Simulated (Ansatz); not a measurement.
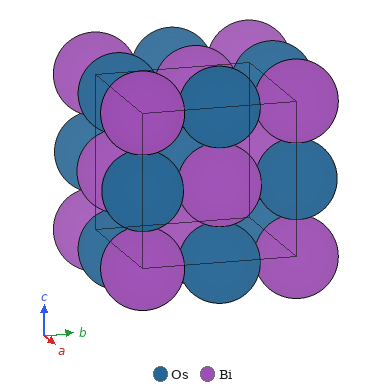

The crystal in a space-filling representation, seen slightly off an axis. The box is the conventional unit cell; atoms on or close to its faces, edges and corners are drawn wherever they repeat.

BiOs, rock salt (NaCl type), space group Fm-3m (No. 225), a = 5.592 Å, b = 5.592 Å, c = 5.592 Å, α = 90.00°, β = 90.00°, γ = 90.00°. Provenance: a structure type filled with these elements by a generator (whether the compound takes this form wasn't checked). Earlier steps of the study, as a rule a relaxation of our own, may have changed the cell and positions, so they can lie some per cent off the listed ones. It went into a calculation with Ansatz.

This one geometry was computed with Ansatz (DFT, plane waves, PAW) at five levels of theory: PBE, LDA, PBE with spin-orbit coupling, PBEsol and r2SCAN.

Which level gives the highest pressure at this volume, and what does that say about its equilibrium volume?

Answer. Highest: PBE with spin-orbit coupling (1.7 GPa), which points to the largest equilibrium volume. Lowest, with the smallest volume: LDA (-8.2 GPa). Levels within 0.5 GPa of each other can't be told apart.

How does the band gap change with the level of theory?

Answer. All levels give a metal.

Collect the results in a table.

Answer.
| level | cutoff (eV) | k-mesh of the run's cell | gap (eV) | pressure (GPa) |
| --- | --- | --- | --- | --- |
| PBE | 420 | 10×10×10 | metal | 0.0 |
| LDA | 420 | 10×10×10 | metal | -8.2 |
| PBE with spin-orbit coupling | 420 | 10×10×10 | metal | 1.7 |
| PBEsol | 420 | 10×10×10 | metal | -5.5 |
| r2SCAN | 500 | 10×10×10 | metal | -3.4 |

Gaps are taken on the k-mesh or band path of each run.
